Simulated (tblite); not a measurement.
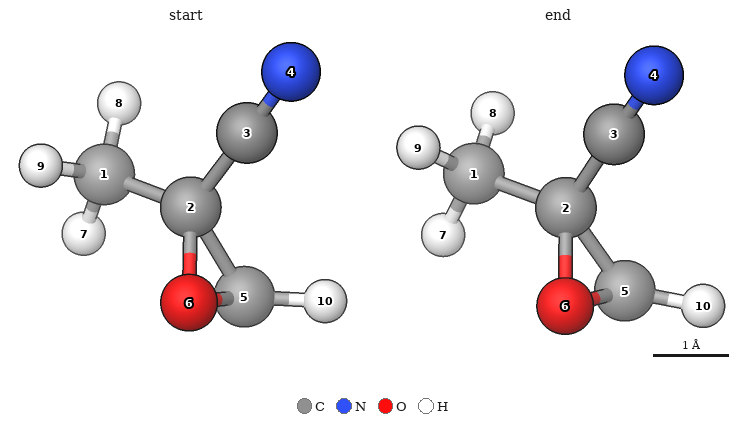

The structure of C4H4NO (multiplicity 2) before (left) and after (right) a relaxation, at one scale.

The picture is a ball-and-stick view, seen at a tilt.

The calculation used tblite 0.8.0, GFN2-xTB geometry optimisation, gas phase. 

Q: What changed between the two?

A: The largest move after the best rigid fit is that of H9, 0.25 Å. Largest moves by element: H 0.25 Å, N 0.15 Å, C 0.14 Å, O 0.11 Å. Near-neighbour distances that change, for instance: C2–C5 1.512 → 1.459 Å, C2–O6 1.415 → 1.442 Å, C1–H8 1.116 → 1.088 Å, C1–C2 1.485 → 1.510 Å. Among the angles between lasting bonds that change: C2–C5–H10 121.1° → 132.4°, C1–C2–C5 114.3° → 121.2°, C2–C1–H9 106.7° → 110.4°. The energy falls by 5.77 kcal/mol in 60 geometry steps.
